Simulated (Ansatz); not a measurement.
**CH6GeTe: shape, modes and thermochemistry**

Aim: relax CH6GeTe from a cheap starting geometry, then compute its harmonic vibrations to see whether it is a minimum and to get the zero-point energy and entropy, and look at its orbitals and charge.

Program: Ansatz 0.2.0, Gaussian basis. Level of theory: RKS PBE0-D4/def2-TZVP. These are calculated values, not measurements.

Plan: relaxation at PBE-D4/def2-SVP; relaxation at PBE0-D4/def2-TZVP; harmonic vibrations at the same level; a single point in def2-TZVPP for the fields.

**1. Where the work starts**

SMILES `C[Te][GeH3]`, 9 atoms, charge 0, spin multiplicity 1.

Atoms are counted from 1 here; the program's logs count them from 0.

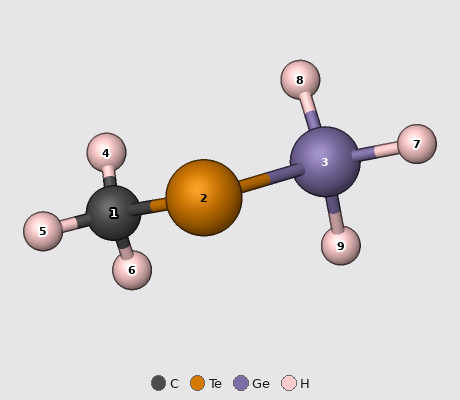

The starting geometry (carbon dark grey, tellurium orange, germanium purple, hydrogen pink); atoms are numbered from 1 in the order of the file.

Geometry (Å):

```
C    -0.72750    1.11480   -0.94840
Te    1.29710    0.64140   -0.85720
Ge    0.75000   -1.13290    0.89990
H    -1.28930    0.28210   -1.27500
H    -0.91540    1.96640   -1.71820
H    -1.12340    1.51850    0.03480
H     2.12200   -1.83930    1.34240
H    -0.16290   -2.15820    0.31510
H     0.13790   -0.43920    2.18940
```

The start is a force-field geometry with small random shifts, so a cheaper pass at PBE-D4/def2-SVP comes first. Te takes the def2 core potential; no spin-orbit term is included.

**2. Geometry optimisation, PBE-D4/def2-SVP (cheap first pass)**

in.yaml reads:

```yaml
crystal:
  periodic: [false, false, false]
  atoms:
    - {symbol: C, position_ang: [-0.727500, 1.114800, -0.948400]}
    - {symbol: Te, position_ang: [1.297100, 0.641400, -0.857200]}
    - {symbol: Ge, position_ang: [0.750000, -1.132900, 0.899900]}
    - {symbol: H, position_ang: [-1.289300, 0.282100, -1.275000]}
    - {symbol: H, position_ang: [-0.915400, 1.966400, -1.718200]}
    - {symbol: H, position_ang: [-1.123400, 1.518500, 0.034800]}
    - {symbol: H, position_ang: [2.122000, -1.839300, 1.342400]}
    - {symbol: H, position_ang: [-0.162900, -2.158200, 0.315100]}
    - {symbol: H, position_ang: [0.137900, -0.439200, 2.189400]}
basis:
  gaussian: {orbitals: def2-SVP}
hamiltonian: {xc: pbe, dispersion: d4}
relax: {f_tol: 0.03, max_steps: 200}
```

Launch:

```
$ ansatz run in.yaml --threads 4 --pin off --events-out ev --progress --plain --max-ram 10444MiB
```

The log of the run, shortened:

```text
Functional definition: PBE
  name "PBE"
  cite "Perdew, Burke & Ernzerhof, Phys. Rev. Lett. 77, 3865 (1996) doi:10.1103/PhysRevLett.77.3865"
  parent pbe
[...]
1177 factors; their error is unknown
[...]
mean field -64927.64277229 eV, -2386.0468623447 hartree, gradient 1.5e-5 eV, S^2 0.000000; 0 other end points of the search recorded, 0 dependent functions left out
[...]
reference -64927.64280810 eV, -2386.0468636608 hartree; 34, 34 occupied and 68, 68 virtual orbitals, 1177 factors
relax step   1: F+E_penalty+E_count = -64927.84454208 eV  Δ(F+E_penalty+E_count) = +0.000e0 eV  max|allowed force component| = 3.399e0 eV/Å  Δτ_max = 0.0000 Å  (26 SCF iters, accepted)
[...]
relax step   4: F+E_penalty+E_count = -64928.12027919 eV  Δ(F+E_penalty+E_count) = -1.505e-2 eV  max|allowed force component| = 3.376e-2 eV/Å  Δτ_max = 0.0893 Å  (27 SCF iters, accepted)
[...]
relax step   5: F+E_penalty+E_count = -64928.12044216 eV  Δ(F+E_penalty+E_count) = -1.630e-4 eV  max|allowed force component| = 7.508e-3 eV/Å  Δτ_max = 0.0082 Å  (28 SCF iters, accepted)
1177 factors; their error is unknown
[...]
mean field -64927.92411231 eV, -2386.0572013999 hartree, gradient 1.5e-5 eV, S^2 0.000000; 1 other end points of the search recorded, 0 dependent functions left out
[...]
reference -64927.92414870 eV, -2386.0572027371 hartree; 34, 34 occupied and 68, 68 virtual orbitals, 1177 factors
Total energy: -64928.12047855 eV, -2386.0644177258 hartree
Atom 0 at    -0.801941     1.197460    -0.996082 Å, force    -0.000255     0.003937    -0.001619 eV/Å
Atom 1 at     1.303228     0.623540    -0.823029 Å, force    -0.007508    -0.007161     0.006766 eV/Å
Atom 2 at     0.814842    -1.171751     0.959022 Å, force     0.004705     0.003533    -0.002817 eV/Å
Atom 3 at    -1.398105     0.333548    -1.340790 Å, force     0.000566     0.001893     0.000213 eV/Å
Atom 4 at    -0.847171     2.007893    -1.746978 Å, force     0.001986    -0.002039    -0.000107 eV/Å
Atom 5 at    -1.169260     1.568668    -0.022510 Å, force    -0.000688    -0.000402    -0.001096 eV/Å
Atom 6 at     2.168901    -1.825202     1.336051 Å, force     0.000622     0.000600    -0.000081 eV/Å
Atom 7 at    -0.152523    -2.250839     0.398007 Å, force     0.000250     0.001389     0.000389 eV/Å
Atom 8 at     0.170530    -0.529717     2.219110 Å, force     0.000323    -0.001751    -0.001647 eV/Å
Dipole moment:    -0.208648     0.017721     0.019924 e Å
```

Wall time 5.5 s (4 threads of Arm Neoverse V2, shared host).

Along the way:

```tsv
step	energy from step 1 (eV)	largest force component (eV/Å)
1	0.0000	3.3991
2	-0.2313	0.9756
3	-0.2607	0.3255
4	-0.2757	0.0338
5	-0.2759	0.0075
```

Close pairs (by a distance rule), those that changed most:

```tsv
bond	before (Å)	after (Å)	change (Å)
C1–Te2	2.081	2.189	+0.108
Ge3–H8	1.492	1.554	+0.062
C1–H5	1.163	1.106	-0.057
Ge3–H7	1.605	1.550	-0.055
C1–H4	1.056	1.105	+0.049
Ge3–H9	1.587	1.554	-0.033
C1–H6	1.134	1.105	-0.029
Te2–Ge3	2.556	2.576	+0.020
```

**3. Relaxation at PBE0-D4/def2-TZVP**

in.yaml reads:

```yaml
crystal:
  periodic: [false, false, false]
  atoms:
    - {symbol: C, position_ang: [-0.801941, 1.197460, -0.996082]}
    - {symbol: Te, position_ang: [1.303228, 0.623540, -0.823029]}
    - {symbol: Ge, position_ang: [0.814842, -1.171751, 0.959022]}
    - {symbol: H, position_ang: [-1.398105, 0.333548, -1.340790]}
    - {symbol: H, position_ang: [-0.847171, 2.007893, -1.746978]}
    - {symbol: H, position_ang: [-1.169260, 1.568668, -0.022510]}
    - {symbol: H, position_ang: [2.168901, -1.825202, 1.336051]}
    - {symbol: H, position_ang: [-0.152523, -2.250839, 0.398007]}
    - {symbol: H, position_ang: [0.170530, -0.529717, 2.219110]}
basis:
  gaussian: {orbitals: def2-TZVP}
hamiltonian: {xc: pbe0, dispersion: d4}
relax: {f_tol: 0.005, max_steps: 150}
```

Launched as before.

The log of the run, shortened:

```text
Functional definition: PBE0
  name "PBE0"
  cite "Adamo & Barone, J. Chem. Phys. 110, 6158 (1999) doi:10.1063/1.478522"
  cite "Perdew, Burke & Ernzerhof, Phys. Rev. Lett. 77, 3865 (1996) doi:10.1103/PhysRevLett.77.3865"
  parent pbe
[...]
1283 factors; their error is unknown
[...]
mean field -64938.94208098 eV, -2386.4621042801 hartree, gradient 2.9e-5 eV, S^2 0.000000; 0 other end points of the search recorded, 0 dependent functions left out
[...]
reference -64938.94211309 eV, -2386.4621054600 hartree; 34, 34 occupied and 131, 131 virtual orbitals, 1283 factors
relax step   1: F+E_penalty+E_count = -64939.10967163 eV  Δ(F+E_penalty+E_count) = +0.000e0 eV  max|allowed force component| = 5.951e-1 eV/Å  Δτ_max = 0.0000 Å  (29 SCF iters, accepted)
[...]
Total energy: -64939.14634820 eV, -2386.4696109621 hartree
Atom 0 at    -0.794078     1.189533    -0.988795 Å, force     0.001325    -0.001439     0.000665 eV/Å
Atom 1 at     1.269120     0.615190    -0.807314 Å, force    -0.002064     0.001438    -0.001109 eV/Å
Atom 2 at     0.808308    -1.165802     0.953864 Å, force    -0.002056     0.001097    -0.000879 eV/Å
Atom 3 at    -1.384421     0.340918    -1.326150 Å, force     0.000184     0.000105    -0.001089 eV/Å
Atom 4 at    -0.831356     1.983424    -1.732822 Å, force     0.000361     0.000177    -0.000712 eV/Å
Atom 5 at    -1.158116     1.562333    -0.034387 Å, force     0.000163     0.000896     0.001019 eV/Å
Atom 6 at     2.155697    -1.803978     1.318928 Å, force    -0.000045    -0.000842     0.000800 eV/Å
Atom 7 at    -0.147089    -2.235598     0.396863 Å, force     0.001068    -0.001262    -0.000023 eV/Å
Atom 8 at     0.170436    -0.532419     2.202614 Å, force     0.001064    -0.000171     0.001328 eV/Å
Dipole moment:    -0.237075     0.016166     0.026188 e Å
```

Wall time 18 s (4 threads of Arm Neoverse V2, shared host).

Along the way:

```tsv
step	energy from step 1 (eV)	largest force component (eV/Å)
1	0.0000	0.5951
2	-0.0213	0.4375
3	-0.0354	0.0846
4	-0.0364	0.0289
5	-0.0366	0.0236
6	-0.0366	0.0021
```

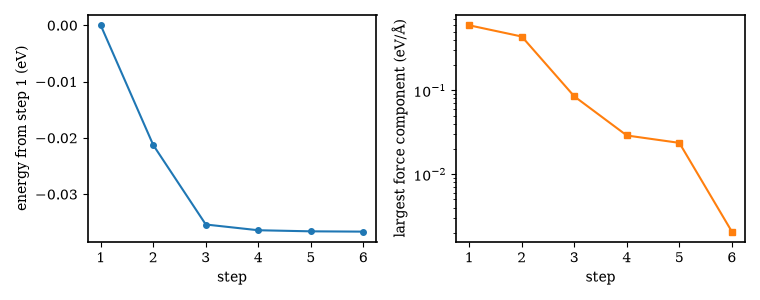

Energy and largest force along the relaxation.

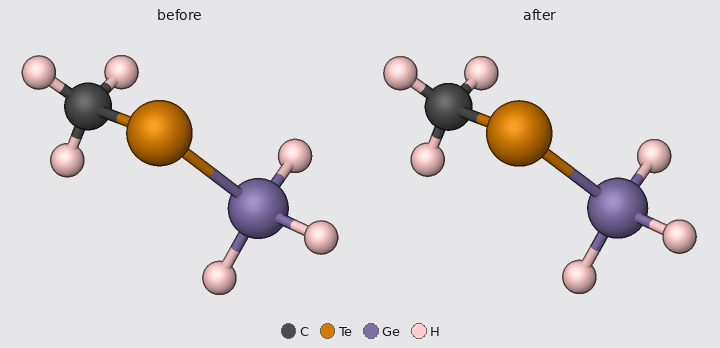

Before and after, at one scale.

Close pairs (by a distance rule), those that changed most:

```tsv
bond	before (Å)	after (Å)	change (Å)
C1–Te2	2.189	2.149	-0.040
Te2–Ge3	2.576	2.547	-0.030
C1–H6	1.105	1.087	-0.017
C1–H4	1.105	1.087	-0.017
C1–H5	1.106	1.089	-0.017
Ge3–H9	1.554	1.539	-0.015
Ge3–H8	1.554	1.539	-0.015
Ge3–H7	1.550	1.535	-0.015
```

Mulliken charges at the end point, from the run's report:

```tsv
atom	value (e)
C1	-0.49
Te2	-0.08
Ge3	0.04
H4	0.16
H5	0.15
H6	0.16
H7	0.02
H8	0.02
H9	0.02
```

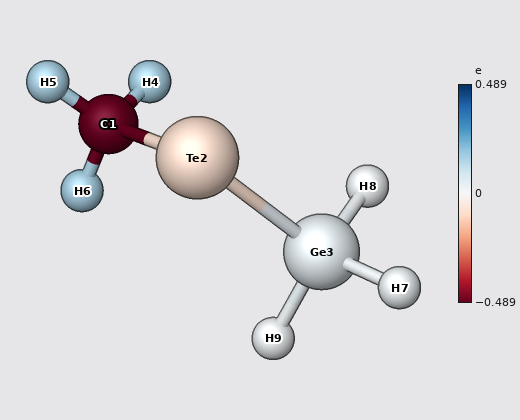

Mulliken charges at the end point, from the run's report, as colours on the atoms.

**4. Force constants and modes**

in.yaml reads:

```yaml
crystal:
  periodic: [false, false, false]
  atoms:
    - {symbol: C, position_ang: [-0.794078, 1.189533, -0.988795]}
    - {symbol: Te, position_ang: [1.269120, 0.615190, -0.807314]}
    - {symbol: Ge, position_ang: [0.808308, -1.165802, 0.953864]}
    - {symbol: H, position_ang: [-1.384421, 0.340918, -1.326150]}
    - {symbol: H, position_ang: [-0.831356, 1.983424, -1.732822]}
    - {symbol: H, position_ang: [-1.158116, 1.562333, -0.034387]}
    - {symbol: H, position_ang: [2.155697, -1.803978, 1.318928]}
    - {symbol: H, position_ang: [-0.147089, -2.235598, 0.396863]}
    - {symbol: H, position_ang: [0.170436, -0.532419, 2.202614]}
basis:
  gaussian: {orbitals: def2-TZVP}
hamiltonian: {xc: pbe0, dispersion: d4}
phonons: {temperatures: {t_min: 298.15, t_max: 900, t_step: 200}}
```

Same command.

The log of the run, shortened:

```text
Functional definition: PBE0
  name "PBE0"
  cite "Adamo & Barone, J. Chem. Phys. 110, 6158 (1999) doi:10.1063/1.478522"
  cite "Perdew, Burke & Ernzerhof, Phys. Rev. Lett. 77, 3865 (1996) doi:10.1103/PhysRevLett.77.3865"
  parent pbe
[...]
1283 factors; their error is unknown
[...]
mean field -64938.97764490 eV, -2386.4634112302 hartree, gradient 3.7e-5 eV, S^2 0.000000; 0 other end points of the search recorded, 0 dependent functions left out
[...]
reference -64938.97767686 eV, -2386.4634124046 hartree; 34, 34 occupied and 131, 131 virtual orbitals, 1283 factors
[...]
1283 factors; their error is unknown
mean field -64938.97753128 eV, -2386.4634070548 hartree, gradient 2.6e-6 eV, S^2 0.000000; 0 other end points of the search recorded, 0 dependent functions left out
[...]
reference -64938.97756324 eV, -2386.4634082292 hartree; 34, 34 occupied and 131, 131 virtual orbitals, 1283 factors
[...]
Atom 1 at     1.269120     0.615190    -0.807314 Å, force    -0.002075     0.001428    -0.001098 eV/Å
Atom 2 at     0.808308    -1.165802     0.953864 Å, force    -0.002038     0.001090    -0.000884 eV/Å
Atom 3 at    -1.384421     0.340918    -1.326150 Å, force     0.000188     0.000119    -0.001086 eV/Å
Atom 4 at    -0.831356     1.983424    -1.732822 Å, force     0.000362     0.000177    -0.000712 eV/Å
Atom 5 at    -1.158116     1.562333    -0.034387 Å, force     0.000162     0.000895     0.001009 eV/Å
Atom 6 at     2.155697    -1.803978     1.318928 Å, force    -0.000047    -0.000841     0.000799 eV/Å
Atom 7 at    -0.147089    -2.235598     0.396863 Å, force     0.001069    -0.001254    -0.000021 eV/Å
Atom 8 at     0.170436    -0.532419     2.202614 Å, force     0.001060    -0.000170     0.001327 eV/Å
Dipole moment:    -0.237074     0.016167     0.026188 e Å
Vibrations: 71.29 112.56 116.57 241.99 494.57 505.83 539.93 798.08 844.52 851.90 864.40 885.80 1256.85 1455.61 1462.39 2138.84 2141.76 2167.62 3081.05 3183.88 3191.18 cm⁻¹, zero-point energy 1.637003 eV
```

Wall time 1.7 min (4 threads of Arm Neoverse V2, shared host).

Motions are named by where the mode's potential energy lies. Wavenumbers, unscaled:

```tsv
mode	cm⁻¹	motion
1	71	torsion
2	113	bend
3	117	torsion
4	242	Ge–Te stretch
5	495	bend
6	506	bend
7	540	Te–C stretch
8	798	bend
9	845	bend
10	852	bend
11	864	bend
12	886	bend
13	1257	bend
14	1456	bend
15	1462	bend
16	2139	Ge–H stretch
17	2142	Ge–H stretch
18	2168	Ge–H stretch
19	3081	C–H stretch
20	3184	C–H stretch
21	3191	C–H stretch
```

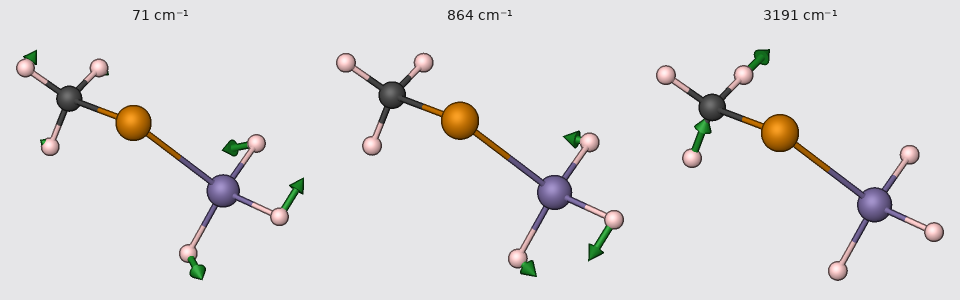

How the atoms move in 3 of the modes.

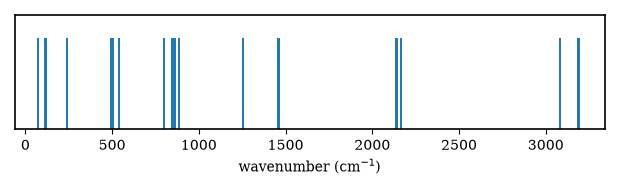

The harmonic wavenumbers as sticks (no intensities were computed).

From these modes and the moments of inertia (298.15 K, 1 bar, symmetry number 1):

```tsv
term	value
zero-point energy	157.9 kJ/mol
H(298) − E	177.6 kJ/mol
entropy, translation	176.0 J/(mol K)
entropy, rotation	115.5 J/(mol K)
entropy, vibration	63.1 J/(mol K)
entropy, total	354.7 J/(mol K)
```

**5. A single point for the fields**

in.yaml, as its differences from that of step 4:

```diff
@@ -13,4 +13,4 @@
 basis:
-  gaussian: {orbitals: def2-TZVP}
+  gaussian: {orbitals: def2-TZVPP}
 hamiltonian: {xc: pbe0, dispersion: d4}
-phonons: {temperatures: {t_min: 298.15, t_max: 900, t_step: 200}}
+output: {orbitals: {seedname: orbitals}}
```

The command is unchanged.

The log of the run:

```text
Functional definition: PBE0
  name "PBE0"
  cite "Adamo & Barone, J. Chem. Phys. 110, 6158 (1999) doi:10.1063/1.478522"
  cite "Perdew, Burke & Ernzerhof, Phys. Rev. Lett. 77, 3865 (1996) doi:10.1103/PhysRevLett.77.3865"
  parent pbe
  parameter a = 0.25
  parameter kappa = 0.804
  parameter beta = 0.06672455060314922
  exchange = (1 - a)*pbe_x(kappa = kappa, mu = beta*pi^2/3) + a*exact_x
  correlation = pbe_c(beta = beta)
1373 factors; their error is unknown
mean field evaluation 1: about -64933.5065 eV, gradient 4.9e1 eV
mean field evaluation 2: about -64928.2838 eV, gradient 6.3e1 eV
mean field evaluation 4: about -64938.6140 eV, gradient 2.8e0 eV
mean field evaluation 8: about -64938.6199 eV, gradient 4.6e-2 eV
mean field evaluation 16: about -64939.0256 eV, gradient 5.4e-5 eV
mean field -64939.02557604 eV, -2386.4651726669 hartree, gradient 5.4e-5 eV, S^2 0.000000; 0 other end points of the search recorded, 0 dependent functions left out
reference -64939.02560818 eV, -2386.4651738482 hartree; 34, 34 occupied and 179, 179 virtual orbitals, 1373 factors
Total energy: -64939.19427981 eV, -2386.4713724161 hartree
```

Wall time 2.5 s (4 threads of Arm Neoverse V2, shared host); peak memory 0.54 GiB.

Orbitals, density, ELF and potential are computed afterwards from the orbital file.

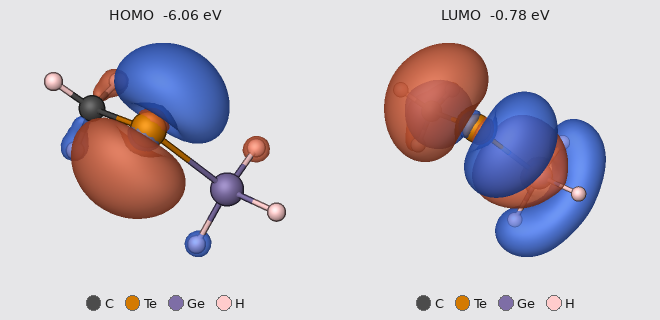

Frontier orbitals at PBE0-D4/def2-TZVPP; each surface holds 70 % of the orbital's density, blue and red mark the sign.

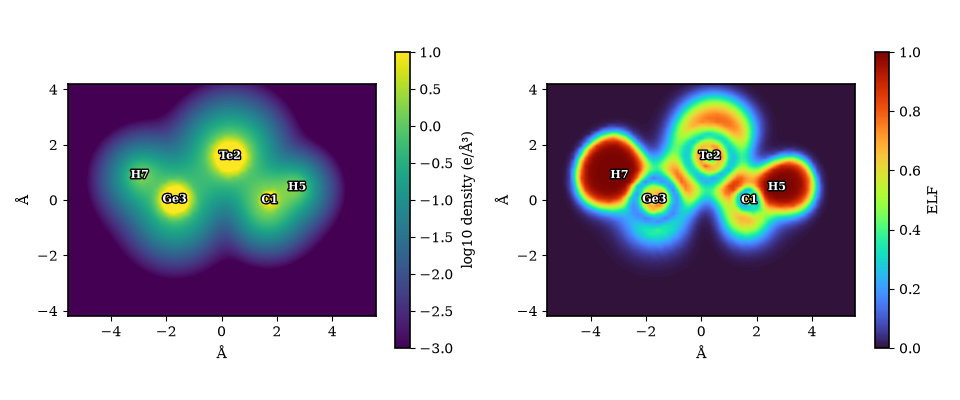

Density (left) and ELF (right) in a plane through or near 5 of the atoms.

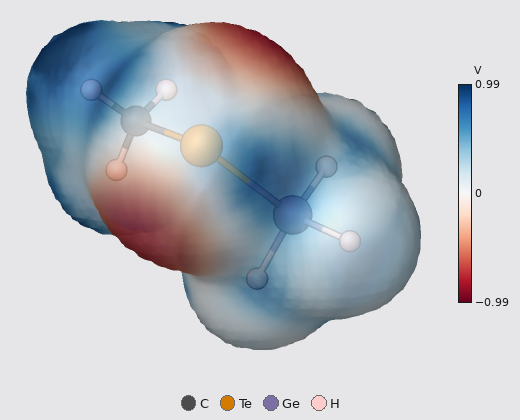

Electrostatic potential on the surface of density 0.002 e/bohr³; red is low, blue high. It runs from -0.78 V near Te2 to 0.99 V near H5.

**6. What came out**

| quantity | value |
| --- | --- |
| point group | Cs |
| steps | 5 + 6 |
| shift from the start (rms) | 0.094 Å |
| total energy | -64939.1463 eV |
| dispersion term | -169 meV |
| dipole moment | 1.15 D |
| lowest, highest wavenumber | 71, 3191 cm⁻¹ |
| zero-point energy | 157.9 kJ/mol |
| entropy at 298.15 K | 354.7 J/(mol K) |
| HOMO, LUMO | -6.06, -0.78 eV |

The relaxed geometry lies 0.09 Å (rms) from the start; the bond that changed most is C1–H5, from 1.163 to 1.089 Å. No mode is imaginary: a true minimum at this level. The stiffest mode, 3191 cm⁻¹, is a C–H stretch, and 3 modes under 200 cm⁻¹ make the vibrational entropy uncertain. Harmonic hybrid wavenumbers usually lie a few per cent above measured fundamentals. The largest Mulliken charge, -0.49 e, sits on C1. The HOMO lies mostly on Te2 83 % and the LUMO on Te2 45 %; Ge3 14 %.
